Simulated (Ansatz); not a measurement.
# Lattice dynamics of VH2 (Fm-3m), part 2 of 2

The cell of VH2 (Fm-3m) is at rest. What are its phonons? After the zone centre comes a 4×4×4 q mesh on a 20×20×20 k mesh.

Ansatz 0.2.0; DFT PBEsol, scalar-relativistic, plane waves, PAW; PAW set soft_1.

So far. Step 2 (Modes at Γ): Before it was imposed, the acoustic sum rule was missed by 6.3e-6 eV/Å². Small misses are needed for a sound result but don't prove that mesh and cutoff are converged. The lowest optical mode is real, 1205 cm⁻¹.

## 3. Response at finite wavevector (continued)

The phonon density of states has structure finer than the step of the table below, so its rows give means over 100 cm⁻¹, whole bins alone (the curve runs from 10 to 1470 cm⁻¹). Peaks (cm⁻¹: height): 210.0: 0.0325, 270.0: 0.0323, 1270.0: 0.0319, 1410.0: 0.0598.

Tetrahedra on a 28×28×28 mesh, mean over bins of 20 cm-1. Interpolated from a 4×4×4 q mesh. Table of phonon density of states by wavenumber; means over each step:

| wavenumber (cm⁻¹) | phonon density of states (1/cm⁻¹/cell) |
| --- | --- |
| 100 | 0.00256 |
| 200 | 0.0181 |
| 300 | 0.00926 |
| 400 | 0 |
| 500 | 0 |
| 600 | 0 |
| 700 | 0 |
| 800 | 0 |
| 900 | 0 |
| 1000 | 0 |
| 1100 | 0 |
| 1200 | 0.00508 |
| 1300 | 0.0244 |
| 1400 | 0.0294 |

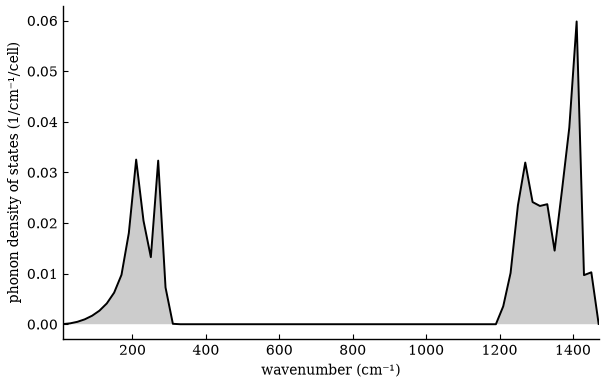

Phonon density of states against wavenumber.

The partial phonon density of states has structure finer than the step of the table below, so its rows give means over 100 cm⁻¹, whole bins alone (the curve runs from -10 to 1513 cm⁻¹). Peaks (cm⁻¹: height): H 1263.9: 0.0308, 1398.0: 0.0514; V 210.3: 0.0285, 267.8: 0.0257.

Phonopy on the run's constants, 21x21x21 mesh, Gaussian sigma 10.9 cm-1. Interpolated from a 4×4×4 q mesh. Partial phonon density of states against wavenumber; means over each step; values in 1/cm⁻¹/cell:

| wavenumber (cm⁻¹) | H | V |
| --- | --- | --- |
| 100 | 8.9e-5 | 0.00251 |
| 200 | 3.7e-4 | 0.0180 |
| 300 | 5.1e-5 | 0.00889 |
| 400 | 0 | 0 |
| 500 | 0 | 0 |
| 600 | 0 | 0 |
| 700 | 0 | 0 |
| 800 | 0 | 0 |
| 900 | 0 | 0 |
| 1000 | 0 | 0 |
| 1100 | 0 | 0 |
| 1200 | 0.00522 | 1.4e-4 |
| 1300 | 0.0240 | 2.7e-4 |
| 1400 | 0.0291 | 1.1e-4 |

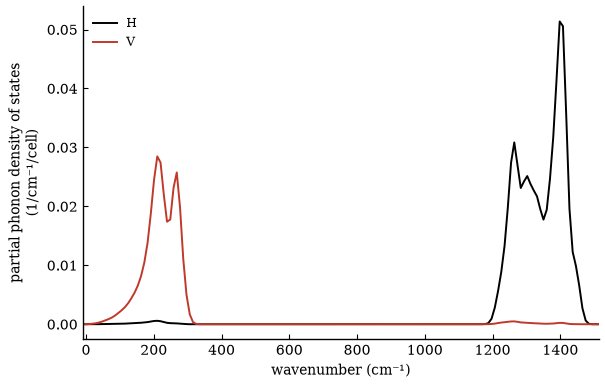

Partial phonon density of states against wavenumber.

Harmonic thermodynamic functions per atom, from the density of states. Interpolated from a 4×4×4 q mesh. Thermodynamic functions, by row:

| T (K) | F_vib (meV/atom) | S (J/mol-atom/K) | C_V (J/mol-atom/K) |
| --- | --- | --- | --- |
| 0 | 180 | 0 | 0 |
| 50 | 180 | 0.265 | 0.89 |
| 100 | 179.5 | 1.832 | 3.933 |
| 200 | 175.6 | 5.655 | 6.865 |
| 300 | 168.1 | 8.77 | 8.695 |
| 400 | 157.5 | 11.59 | 11.05 |
| 500 | 144.1 | 14.32 | 13.49 |
| 600 | 127.8 | 16.97 | 15.6 |
| 700 | 108.9 | 19.51 | 17.31 |
| 800 | 87.47 | 21.91 | 18.65 |
| 900 | 63.57 | 24.17 | 19.71 |
| 1000 | 37.41 | 26.29 | 20.54 |

Harmonic mean-square displacement, third of the trace. Interpolated from a 4×4×4 q mesh. Mean square displacements, by row:

| T (K) | V1 U_eq (Å²) | H2 U_eq (Å²) | H3 U_eq (Å²) |
| --- | --- | --- | --- |
| 0 | 0.0016 | 0.01319 | 0.01319 |
| 100 | 0.00195 | 0.01347 | 0.01347 |
| 300 | 0.00407 | 0.0149 | 0.0149 |
| 600 | 0.00775 | 0.01824 | 0.01824 |

Symmetry leaves 8 wavevectors to solve. The lowest mode among them, the acoustic zeros apart, lies at q = (0, 0, 0.25) and is real, 134 cm⁻¹.

## 4. Isotope substitution

An isotope changes the mass and not the force constants, so no new electronic calculation is needed; the shifts show which modes move this element.

The same force constants with the mass of H changed from 1.008 to 2.014 u (phonopy, no LO-TO term). Both lists are sorted by frequency; levels can cross, so a row need not hold one and the same mode. Modes under 3 cm⁻¹ are left out. Isotope shifts, by row:

| q | rank | natural mass (cm⁻¹) | changed mass (cm⁻¹) |
| --- | --- | --- | --- |
| 0 0 0 | 4 | 1205 | 868.8 |
| 0 0 0 | 5 | 1205 | 868.8 |
| 0 0 0 | 6 | 1205 | 868.8 |
| 0 0 0 | 7 | 1382 | 978 |
| 0 0 0 | 8 | 1382 | 978 |
| 0 0 0 | 9 | 1382 | 978 |
| 0 0 0.25 | 1 | 134.2 | 132.1 |
| 0 0 0.25 | 2 | 134.2 | 132.1 |
| 0 0 0.25 | 3 | 226.9 | 224.9 |
| 0 0 0.25 | 4 | 1237 | 889.9 |
| 0 0 0.25 | 5 | 1237 | 889.9 |
| 0 0 0.25 | 6 | 1290 | 920.9 |
| 0 0 0.25 | 7 | 1386 | 980.5 |
| 0 0 0.25 | 8 | 1401 | 991.5 |
| 0 0 0.25 | 9 | 1401 | 991.5 |
| 0 0 -0.5 | 1 | 196.3 | 194.2 |
| 0 0 -0.5 | 2 | 196.3 | 194.2 |
| 0 0 -0.5 | 3 | 262.3 | 262.1 |
| 0 0 -0.5 | 4 | 1268 | 907.2 |
| 0 0 -0.5 | 5 | 1268 | 907.2 |
| 0 0 -0.5 | 6 | 1353 | 957.4 |
| 0 0 -0.5 | 7 | 1360 | 962.9 |
| 0 0 -0.5 | 8 | 1388 | 982 |
| 0 0 -0.5 | 9 | 1388 | 982 |
| 0 0.25 0.25 | 1 | 159.8 | 157.4 |
| 0 0.25 0.25 | 2 | 159.8 | 157.4 |
| 0 0.25 0.25 | 3 | 249.1 | 247.2 |
| 0 0.25 0.25 | 4 | 1242 | 891.7 |
| 0 0.25 0.25 | 5 | 1242 | 891.7 |
| 0 0.25 0.25 | 6 | 1322 | 935.4 |
| 0 0.25 0.25 | 7 | 1362 | 970.9 |
| 0 0.25 0.25 | 8 | 1419 | 1004 |
| 0 0.25 0.25 | 9 | 1419 | 1004 |

A mode of this element alone would shift by -29.26 %. The highest zone-centre frequency without the field goes from 1382.5 to 978.0 cm⁻¹ (-29.3 %). The product of the frequency ratios over all optical modes at Γ is 0.133; the product rule, (m/m′)^(3k/2) (M′/M)^(3/2) with k = 2 such atoms and M the mass of the cell, gives 0.133.

## 5. Results

```json
{
 "space group (within 0.01 Å)": "Fm-3m",
 "volume per atom": "6.02 Å³",
 "electronic character": "no gap on this mesh",
 "highest optical mode at the zone centre (no LO-TO term)": "1382 cm⁻¹",
 "lowest optical zone-centre mode": "1205 cm⁻¹",
 "lowest mode on the q mesh (acoustic modes at Γ apart)": "134 cm⁻¹",
 "highest frequency on the path or at a solved wavevector": "1460 cm⁻¹",
 "zero-point energy per atom": "180 meV",
 "heat capacity at 300 K": "8.70 J/(mol atoms K)",
 "vibrational entropy at 300 K": "8.77 J/(mol atoms K)",
 "Debye temperature (second moment)": "2053 K",
 "imaginary modes on the 4×4×4 q mesh": "none"
}
```

The structure is a minimum as far as tested: no mode is imaginary at the 8 irreducible wavevectors of the 4×4×4 mesh, and the softest away from the acoustic zeros lies at 134 cm⁻¹. The optical modes at Γ span 1205 to 1382 cm⁻¹. The highest mode in this list at Γ, 1382.5 cm⁻¹, is mostly motion of H (100 % of the kinetic energy). On the path and the mesh, the widest gap between branches runs from 301 to 1206 cm⁻¹. With no gap, or one that is small against the smearing, the frequencies hang on the k mesh and the smearing, most of all near Kohn anomalies. The phonon runs are without spin polarisation, although the cell has an odd electron count. The PAW files were made for PBE and serve the other functionals too. These are harmonic frequencies at zero temperature: anharmonic shifts, linewidths and thermal expansion are left out.

[Logs are printed without paths, hosts, clocks, repeated set-up lines and the standing remarks that a program may print on its own settings, such as how far it seeks lower states.]

[Hosts, paths, dates, database ids (printed as entryN), source tags and the programs' standing remarks are cut or masked in the printed files.]
